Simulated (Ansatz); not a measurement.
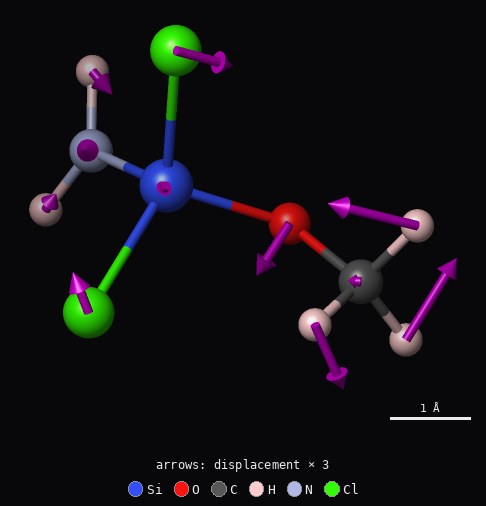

A relaxation of CH$_{5}$Cl$_{2}$NOSi. The starting structure is drawn; purple arrows show the displacements, 3 times their true length. The two geometries are superimposed by the best rigid fit.

The picture is a ball-and-stick view, seen from a free direction.

The run prepares the start of a later molecular dynamics calculation, from a guessed geometry.

Method: RKS PBE0-D4/def2-SVP in Ansatz 0.2.0.

Input
```yaml
crystal:
  periodic: [false, false, false]
  atoms:
    - { symbol: Si, position_ang: [0.0, 0.0, 0.0] }
    - { symbol: O, position_ang: [0.0, 0.0, 1.68] }
    - { symbol: C, position_ang: [-1.1112, -0.3437, 2.4945] }
    - { symbol: H, position_ang: [-1.814, -0.9775, 1.9143] }
    - { symbol: H, position_ang: [-0.7584, -0.9037, 3.3856] }
    - { symbol: H, position_ang: [-1.6313, 0.5809, 2.8212] }
    - { symbol: "N", position_ang: [1.7163, 0.0, -0.6061] }
    - { symbol: H, position_ang: [2.2145, -0.918, -0.7868] }
    - { symbol: H, position_ang: [2.2175, 0.918, -0.7783] }
    - { symbol: Cl, position_ang: [-1.0032, 1.7381, -0.7093] }
    - { symbol: Cl, position_ang: [-1.0032, -1.7381, -0.7093] }
basis:
  gaussian: { orbitals: def2-SVP }
hamiltonian:
  xc: pbe0
  dispersion: d4
relax:
  f_tol: 0.02
  max_steps: 40
```

Launched with:
```bash
ansatz run input.yaml --threads 2 --pin off --max-ram 3072MiB --backend cpu --events-out ev --progress --plain --runs-dir out
```

Which element moves most?

Answer. Hydrogen: up to 0.42 Å, against 0.31 Å for chlorine.

What happened in the run?

Answer. H6 moves most after the best rigid fit: 0.42 Å. Largest moves by element: H 0.42 Å, Cl 0.31 Å, O 0.26 Å, N 0.13 Å, Si 0.07 Å, C 0.06 Å. Among the contacts that change: Si1–N7 1.820 → 1.689 Å, Si1–Cl10 2.128 → 2.058 Å, N7–H8 1.060 → 1.013 Å, Si1–O2 1.680 → 1.641 Å. Bond angles that change, for instance: H8–N7–H9 120.0° → 113.5°, O2–Si1–N7 109.5° → 113.8°. Groups turn about O2–C3 by about 35°. Over 16 geometry steps the energy falls by 52.5 kJ/mol. The largest force component goes from 2.2 to 0.018 eV/Å. The forces were under the threshold at step 11, but the run went on from there. The run took 91 s on 2 threads of Arm Neoverse V1 (shared host), peak memory 0.28 GiB.
